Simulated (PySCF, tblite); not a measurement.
# C18H11F: excited states

Aim: compute the excited states of C18H11F (`Fc1cccc2c3ccccc3c3ccccc3c12`).

Programs: tblite 0.8.0 and PySCF 2.14.0, with routines of our own; each step states its level. All values are computed. Atoms count from 0.

### Step 1. The system as given

30 atoms, charge 0, multiplicity 1; geometry from: force field or distance geometry start.

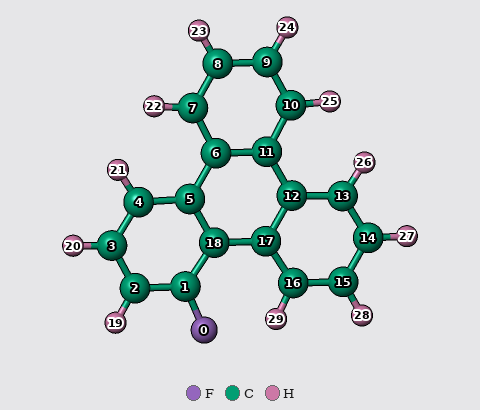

The starting geometry (fluorine purple, carbon teal, hydrogen pink).

### Step 2. Geometry optimisation with GFN2-xTB

What the job is given:

```
{"job": {"kind": "relax", "xc": "GFN2-xTB", "basis": "xTB"}, "charge": 0, "multiplicity": 1}
F      0.403500    -3.738900    -0.387700
C      1.125000    -2.624700    -0.210400
C      2.509900    -2.858100    -0.106500
C      3.345900    -1.781300     0.072500
C      2.801800    -0.512300     0.185700
C      1.400300    -0.237700     0.088000
C      0.887400     1.100800     0.192600
C      1.730600     2.239700     0.398900
C      1.245700     3.535000     0.500800
C     -0.118000     3.757700     0.414200
C     -0.969100     2.671600     0.214400
C     -0.515100     1.323400     0.105400
C     -1.411700     0.225400    -0.085600
C     -2.813600     0.400900    -0.197800
C     -3.715800    -0.639300    -0.386400
C     -3.227300    -1.927700    -0.478400
C     -1.848400    -2.139000    -0.394900
C     -0.898400    -1.105700    -0.200900
C      0.522900    -1.334300    -0.101300
H      2.888700    -3.865100    -0.184700
H      4.416700    -1.932400     0.159400
H      3.523700     0.289700     0.330100
H      2.808600     2.143000     0.487300
H      1.920000     4.360100     0.649800
H     -0.515200     4.769300     0.491800
H     -2.031600     2.917200     0.160100
H     -3.267200     1.390500    -0.122300
H     -4.779700    -0.454200    -0.453300
H     -3.896800    -2.766900    -0.643200
H     -1.540800    -3.178200    -0.481000
```

Run with:

```
$ OMP_NUM_THREADS=4 python excited_run.py task.json out
```

This one command runs all jobs of the session in turn.

The log of the run:

```text
step      E/eV     max force
  0   -1330.20263    1.575
  1   -1330.33350    0.654
  2   -1330.35652    0.269
  3   -1330.37453    0.302
  4   -1330.39577    0.421
  5   -1330.41468    0.277
  6   -1330.42664    0.162
  7   -1330.43089    0.094
  8   -1330.43241    0.070
  9   -1330.43312    0.050
 10   -1330.43348    0.034
 11   -1330.43366    0.030
 12   -1330.43382    0.030
 13   -1330.43403    0.028
 14   -1330.43421    0.028
 15   -1330.43436    0.023
 16   -1330.43446    0.023
 17   -1330.43455    0.018
 18   -1330.43461    0.020
 19   -1330.43466    0.018
 20   -1330.43470    0.013
 21   -1330.43473    0.011
 22   -1330.43475    0.006
```

Run time: 0.45 s. Hardware: 4 threads of Intel Xeon Platinum 8375C at 2.90GHz, shared host; peak memory 0.18 GiB.

Step by step:

```csv
step,energy from step 0 (eV),largest force (eV/Å)
0,0.0000,1.5750
1,-0.1309,0.6538
2,-0.1539,0.2686
3,-0.1719,0.3023
4,-0.1931,0.4215
5,-0.2121,0.2766
6,-0.2240,0.1621
7,-0.2283,0.0944
8,-0.2298,0.0700
9,-0.2305,0.0497
10,-0.2308,0.0344
11,-0.2310,0.0301
12,-0.2312,0.0300
13,-0.2314,0.0285
14,-0.2316,0.0279
15,-0.2317,0.0229
16,-0.2318,0.0226
17,-0.2319,0.0185
18,-0.2320,0.0199
19,-0.2320,0.0185
20,-0.2321,0.0127
21,-0.2321,0.0108
22,-0.2321,0.0062
```

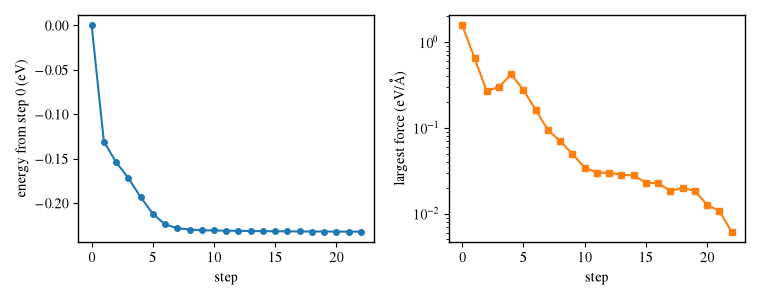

Energy and force, step by step.

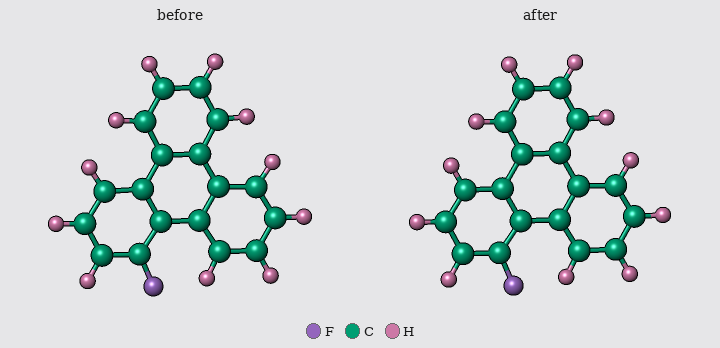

The geometry before (left) and after (right).

Close pairs (by a distance rule), those that changed most:

```csv
bond,before (Å),after (Å),change (Å)
C1–C2,1.408,1.376,-0.032
C4–C5,1.431,1.402,-0.030
C6–C7,1.432,1.403,-0.029
C10–C11,1.427,1.403,-0.024
C15–C16,1.397,1.375,-0.022
C1–C18,1.428,1.407,-0.021
C9–C10,1.394,1.373,-0.021
C11–C12,1.430,1.451,+0.021
```

The end geometry stands in the next job.

### Step 3. Harmonic vibrations with GFN2-xTB

What the job is given:

```
{"job": {"kind": "ir", "xc": "GFN2-xTB", "basis": "xTB"}, "charge": 0, "multiplicity": 1}
F      0.399981    -3.738670    -0.388765
C      1.122440    -2.608596    -0.198560
C      2.478451    -2.822376    -0.107233
C      3.322238    -1.742190     0.085333
C      2.783770    -0.482687     0.180957
C      1.404449    -0.249514     0.091248
C      0.880691     1.102211     0.198992
C      1.725692     2.205159     0.395204
C      1.239953     3.486164     0.496808
C     -0.127126     3.711399     0.405792
C     -0.977111     2.649576     0.215038
C     -0.507625     1.332061     0.106961
C     -1.413233     0.216353    -0.094984
C     -2.796875     0.420539    -0.189743
C     -3.677259    -0.616783    -0.379788
C     -3.189063    -1.910859    -0.481661
C     -1.836422    -2.142227    -0.393454
C     -0.913304    -1.102721    -0.199967
C      0.520047    -1.340323    -0.106260
H      2.852228    -3.830659    -0.189888
H      4.388235    -1.891027     0.159144
H      3.462120     0.339437     0.330201
H      2.791590     2.070648     0.470735
H      1.919628     4.311566     0.646970
H     -0.521100     4.713652     0.484723
H     -2.031966     2.857891     0.149568
H     -3.203842     1.415010    -0.113672
H     -4.737447    -0.423239    -0.448283
H     -3.864703    -2.739671    -0.630416
H     -1.512456    -3.161563    -0.478491
```

The log of the run:

```text
mode    cm-1     km/mol
  1     -38.3      0.55
  2     -23.5      0.53
  3      57.0      0.40
  4     111.5      0.72
  5     184.0      0.76
  6     241.7      0.01
  7     249.6      1.87
  8     267.2      0.28
  9     293.7      0.15
 10     311.6      2.92
 11     384.6      0.56
 12     385.9      1.81
 13     395.5      0.01
 14     417.5      1.34
 15     440.2      3.20
 16     461.5      1.42
 17     513.8      0.24
 18     514.8      4.67
 19     533.2      0.00
 20     574.7      0.37
 21     574.9      0.69
 22     579.8      0.29
 23     592.4      2.69
 24     664.6      2.11
 25     671.1      0.17
 26     683.5      0.95
 27     746.1      5.16
 28     750.7      3.50
 29     759.0     59.42
 30     761.4      0.45
 31     777.2      0.16
 32     794.6     14.82
 33     847.1      0.08
 34     859.6      0.38
 35     880.2     17.12
 36     880.3      5.02
 37     903.6      0.10
 38     909.5      0.04
 39     916.3      0.15
 40     924.0      0.00
 41     926.0      0.00
 42     967.4      4.92
 43    1019.6      1.48
 44    1076.4     29.09
 45    1100.8      0.03
 46    1125.7      0.89
 47    1134.2      0.24
 48    1146.2      0.18
 49    1168.8      2.96
 50    1181.3      0.86
 51    1197.0     26.13
 52    1209.8      5.94
 53    1233.0     27.75
 54    1266.5      7.91
 55    1268.3      1.07
 56    1280.3      3.08
 57    1306.0      4.10
 58    1316.4      2.37
 59    1332.8      2.00
 60    1339.0      0.02
 61    1355.0      1.18
 62    1406.7      2.16
 63    1414.9     29.41
 64    1427.9      0.25
 65    1437.7     20.01
 66    1478.9      2.39
 67    1485.7      3.52
 68    1551.9     11.47
 69    1566.5     13.29
 70    1570.6      1.59
 71    1589.3      3.02
 72    1594.9      0.04
 73    1606.5      1.20
 74    3079.4      1.73
 75    3079.9     22.31
 76    3089.6     86.84
 77    3091.7     53.76
 78    3094.5     19.43
 79    3107.8      1.08
 80    3110.9     20.83
 81    3113.5     13.21
 82    3122.2     64.32
 83    3131.4     41.85
 84    3191.3      2.71
```

It took 3.5 s on 4 threads of Intel Xeon Platinum 8375C at 2.90GHz, shared host; peak memory 0.18 GiB.

The strongest bands and the atoms that carry them (share of the mass-weighted mode):

```csv
cm⁻¹,km/mol,atoms
759,59.4,H23 10 %
1076,29.1,"C6 17 %, C10 11 %"
1233,27.8,"C1 16 %, H21 13 %"
1415,29.4,
3090,86.8,"H23 41 %, H24 35 %"
3092,53.8,"H28 60 %, H27 22 %"
3122,64.3,"H26 45 %, H25 45 %"
3131,41.9,"H21 72 %, H22 18 %"
```

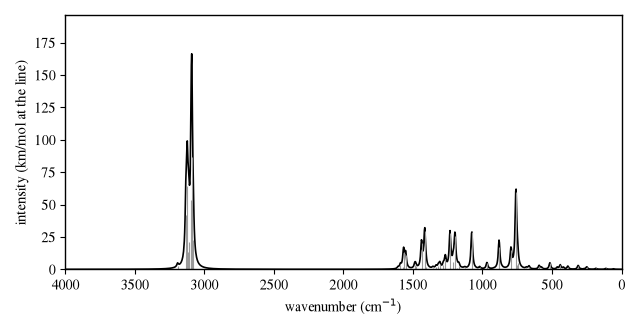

The infrared spectrum from these modes, unscaled. Lines are broadened to a width of 14 cm⁻¹ (Lorentzian).

### Step 4. Excited states: TDA wB97X-D/def2-SVP

Settings changed since step 3:

```diff
@@ -1,2 +1,2 @@
-{"job": {"kind": "ir", "xc": "GFN2-xTB", "basis": "xTB"}, "charge": 0, "multiplicity": 1}
+{"job": {"kind": "states", "xc": "wB97X-D", "basis": "def2-SVP", "tda": true, "soc": true, "nstates": 8, "ntriplets": 5, "nquad": 4}, "charge": 0, "multiplicity": 1}
 F      0.399981    -3.738670    -0.388765
```

With the program's defaults for keys left out, this is: TDA wB97X-D/def2-SVP excited states, vertical, gas phase, spin-orbit mean-field couplings.

The log of the run:

```text
coarse grid: 27456 points
cycle   1  E = -791.3488917929  dE =  4.955e+00  |g| = 5.886e-01  |ddm| = 7.759e+00
cycle   2  E = -791.3769372074  dE = -2.805e-02  |g| = 5.734e-01  |ddm| = 1.647e+00
cycle   3  E = -791.4368268410  dE = -5.989e-02  |g| = 8.872e-02  |ddm| = 6.463e-01
cycle   4  E = -791.4384666976  dE = -1.640e-03  |g| = 4.164e-02  |ddm| = 1.767e-01
cycle   5  E = -791.4389193783  dE = -4.527e-04  |g| = 1.077e-02  |ddm| = 7.768e-02
cycle   6  E = -791.4389491416  dE = -2.976e-05  |g| = 3.148e-03  |ddm| = 1.642e-02
cycle   7  E = -791.4389527632  dE = -3.622e-06  |g| = 9.691e-04  |ddm| = 5.676e-03
final grid: 272440 points
cycle   8  E = -791.5594381252  dE = -1.575e-04  |g| = 6.799e-03  |ddm| = 1.444e-01
cycle   9  E = -791.5594392565  dE = -1.131e-06  |g| = 7.030e-03  |ddm| = 2.082e-02
cycle  10  E = -791.5594471458  dE = -7.889e-06  |g| = 5.408e-04  |ddm| = 7.305e-03
cycle  11  E = -791.5594472287  dE = -8.294e-08  |g| = 2.887e-04  |ddm| = 1.882e-03
cycle  12  E = -791.5594472518  dE = -2.309e-08  |g| = 6.844e-05  |ddm| = 4.860e-04
cycle  13  E = -791.5594472546  dE = -2.799e-09  |g| = 3.978e-05  |ddm| = 1.865e-04
cycle  14  E = -791.5594472555  dE = -9.049e-10  |g| = 1.643e-05  |ddm| = 9.006e-05
converged SCF energy = -791.5594472555

Singlet excitations
state   eV       nm        f     d(h-e)  d(exc)  Lambda  PR(NTO)  |dmu|/D   mu/D   main configurations
  1   4.4106   281.1   0.00910   0.125   3.777   0.713   2.178    0.345    1.246   H->L 0.49, H-1->L+1 0.36
  2   4.7062   263.4   0.00218   0.159   3.839   0.825   2.166    0.494    1.103   H->L+1 0.45, H-1->L 0.41
  3   5.0692   244.6   0.00225   0.103   3.747   0.764   2.259    0.296    1.123   H->L+2 0.51, H-2->L+1 0.16, H-2->L 0.09
  4   5.1201   242.2   0.02502   0.276   3.706   0.766   2.579    0.688    0.805   H-1->L+2 0.36, H-2->L 0.27, H-2->L+1 0.09
  5   5.6010   221.4   1.16921   0.124   3.832   0.790   2.221                     H-1->L 0.28, H->L+1 0.26, H-2->L 0.09
  6   5.7039   217.4   1.32570   0.291   3.888   0.736   2.152                     H-1->L+1 0.31, H->L 0.21, H-1->L+2 0.17
  7   5.8552   211.8   0.06346   0.354   4.259   0.772   2.143                     H-2->L+1 0.46, H->L+2 0.17, H-1->L 0.10
  8   5.8776   210.9   0.08039   0.534   4.299   0.753   2.249                     H-2->L 0.40, H-1->L+2 0.23, H-1->L+1 0.10

Triplet excitations (Tamm-Dancoff)
state   eV     d(h-e)  d(exc)  Lambda  PR(NTO)   main configurations
  1   3.3592   0.023   3.193   0.822   3.173   H->L+1 0.36, H-1->L 0.30, H-2->L+2 0.14
  2   3.8565   0.174   3.410   0.762   2.193   H->L 0.24, H->L+1 0.16, H-2->L 0.14
  3   3.9200   0.015   3.407   0.757   2.172   H->L 0.18, H->L+2 0.16, H-2->L+1 0.15
  4   4.0842   0.393   3.430   0.775   1.806   H-1->L 0.21, H->L 0.19, H->L+1 0.10
  5   4.1321   0.228   3.396   0.773   1.994   H-1->L+2 0.17, H->L 0.13, H->L+1 0.13
S1 - T1 = 1.0514 eV

Spin-orbit couplings |<S|Hso|T>| (cm-1)
             T1       T2       T3       T4       T5
S0        0.009    0.020    0.032    0.010    0.012
S1        0.030    0.009    0.006    0.004    0.003
S2        0.001    0.009    0.004    0.007    0.009
S3        0.005    0.007    0.014    0.002    0.004
S4        0.011    0.001    0.003    0.011    0.019
S5        0.004    0.020    0.041    0.091    0.025
S6        0.002    0.042    0.006    0.040    0.097
S7        0.007    0.069    0.029    0.010    0.003
S8        0.003    0.024    0.071    0.017    0.004
T1 sublevels (cm-1): 0.000 0.000 0.000   radiative rates (1/s): 1.35e-06 3.62e-07 0.000127
```

Wall time 2.6 min (4 threads of Intel Xeon Platinum 8375C at 2.90GHz, shared host); peak memory 2.2 GiB.

From this job:

```csv
quantity,value
S1 less T1,1.05 eV
```

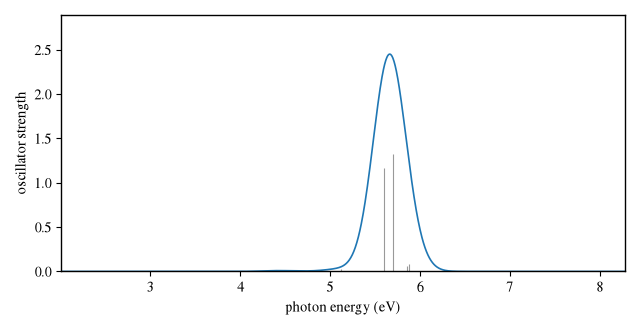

Absorption lines of the singlets. Lines are broadened to a width of 0.40 eV (Gaussian).

### Step 5. Summary of results

```
                                 quantity                 value
strongest single infrared mode (GFN2-xTB)  3090 cm⁻¹, 87 km/mol
             zero-point energy (GFN2-xTB)        141.7 kcal/mol
S1 less T1 (step 4, TDA wB97X-D/def2-SVP)               1.05 eV
```

In words: The lowest mode is imaginary (38i cm⁻¹), so the xTB geometry is not a minimum. Unscaled tight-binding wavenumbers are off by several per cent, some by more. Its intensities can rank the bands wrongly. In step 4, the number of triplets below S1 is at least 5, and the largest singlet-triplet spin-orbit coupling is S6–T5, 0.10 cm⁻¹.
